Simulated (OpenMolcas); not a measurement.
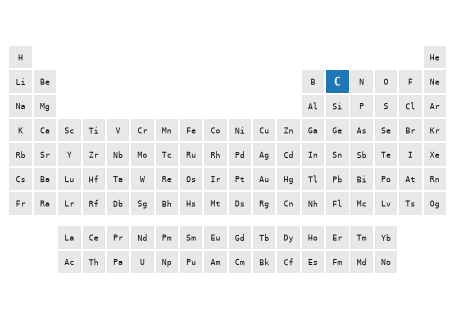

Fig. 1: The place of carbon in the periodic table.

Multiconfigurational calculation for C⁺

C⁺. Level asked for: state-averaged CASSCF, active space 3 electrons in the shells 2s 2p 3s 3p, basis ANO-R1, X2C scalar Hamiltonian, spin-orbit coupling by RASSI with atomic mean-field integrals (OpenMolcas).

**Input**
```
&GATEWAY
Coord
1

C 0.0 0.0 0.0
Basis=ANO-R1
Group=XYZ
NoMove
AngMom=0.0 0.0 0.0
AMFI
&SEWARD
&RASSCF
FileOrb=start.orb
Symmetry=2
Spin=4
nActEl=3 0 0
Inactive=1 0
Ras2=1 3
CIRoot=1 1 1
SDav=1
CIMx=300
Iter=120 100
PrWF=0.3
OrbListing=Nothing
MaxOrb=0
Atom
>>> COPY $Project.JobIph JOBPRE
&RASSCF
FileOrb=start.orb
Symmetry=2
Spin=4
nActEl=3 0 0
Inactive=0 1
Ras2=2 6
CIRoot=13 13 1
SDav=26
CIMx=300
Iter=80 100
PrWF=0.3
OrbListing=Nothing
MaxOrb=0
Atom
CIOnly
>>> COPY $Project.JobIph JOB001
```

The file start.orb holds starting orbitals from an earlier step.

Command:
```bash
OMP_NUM_THREADS=1 MOLCAS_MEM=2252 MOLCAS_PROJECT=a pymolcas a.inp > a.log  # once for each step of the input, in one work folder
```

**Log (extracts)**
```
--- SEWARD ---
Basis set label: C.ANO-R...3S2P1D.

      Electronic valence basis set:
      ------------------
      Associated Effective Charge   6.000000 au
      Associated Actual Charge      6.000000 au
      Nuclear Model: Finite nucleus - Gaussian distribution
        Gaussian exponent, Xi/bohr**(-2):  6.80775E+08

      Shell  nPrim  nBasis  Cartesian Spherical Contaminant
         s      12       3        X
         p       7       2        X
         d       3       1                 X
                  Relativistic X2C integrals
                  Atomic mean-field integrals
--- RASSCF ---

         Deleted:   0   0
 Basis functions:   8   6
  Have you used a too small basis set?
 ********************************************
--- Stop Module: rasscf at  /rc=_RC_INPUT_ERROR_ ---
.####################.
.# User input error #.
.####################.
```

**Outcome**

| quantity | value |
| --- | --- |
| outcome | refused by the program |
| hardware | 1 CPU thread, shared host |

**Diagnosis**

This input holds a deliberate fault: swapped irreps. The program refused the input; the driver noted: RASSCF spin 4: _RC_INPUT_ERROR_.
